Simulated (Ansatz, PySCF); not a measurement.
Pulling on the Sn1–H3 bond in H5NSn (SMILES [NH2][SnH3]) (multiplicity 1 held, fragments rigid). Energies count from the point at 1.709 Å.
Geometry at that point (charge 0, multiplicity 1):
```xyz
7

Sn    -0.28216     0.02775     0.02378
N      1.74303    -0.14346    -0.23754
H     -0.98599    -1.02540    -1.12314
H     -0.65128     1.66593    -0.29254
H     -0.81070    -0.39503     1.60667
H      2.08101    -1.08855    -0.09745
H      2.27356     0.45968     0.38037
```

Restricted levels (R-, RO-) in cc, def2 and unpolarised 6-31G sets keep to the state of the molecule at rest. U- levels take the lowest unrestricted solution at each point, which mixes spins at long bonds. Active spaces are followed from a long bond inwards. Levels need not reach the same state.

Correlated levels freeze the cores. Filled d and f shells under p-block atoms count as core. Rows in LANL2DZ carry no dispersion term and start afresh at each structure. LANL2DZ brings its own core potentials from Na on.

Codes used: Ansatz (Gaussian basis) for Hartree–Fock, density functionals and correlated methods; PySCF for LANL2DZ rows.  In def2 rows elements past Kr take small-core potentials, without spin–orbit coupling.

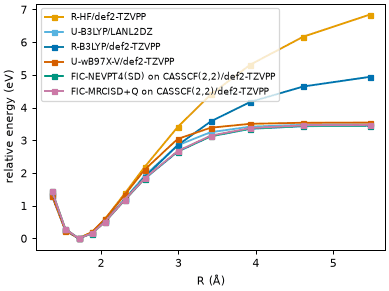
Relative energy along the coordinate

Doubts at one or more of the structures used: a restricted determinant that unrestricted orbitals would lower (R-HF/def2-TZVPP, R-B3LYP/def2-TZVPP); a spin-contaminated determinant (U-B3LYP/LANL2DZ, U-wB97X-V/def2-TZVPP).

Ansatz is a first-principles code.
